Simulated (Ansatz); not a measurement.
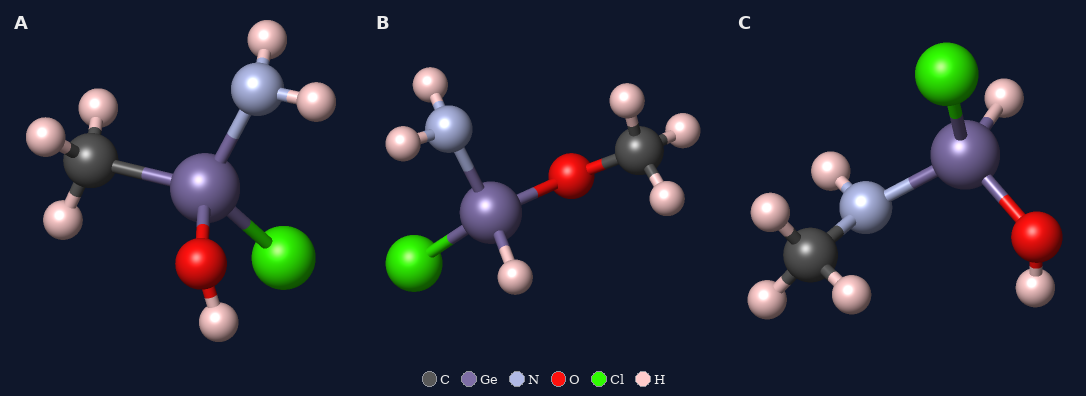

Simulated data, not a measurement (program: Ansatz).

Which panel belongs to which SMILES?
(1) [CH3][Ge@@]([NH2])([OH])[Cl]
(2) C[O][Ge@@H]([NH2])[Cl]
(3) C[NH][Ge@H]([OH])[Cl]

A is (1), B is (2), C is (3).
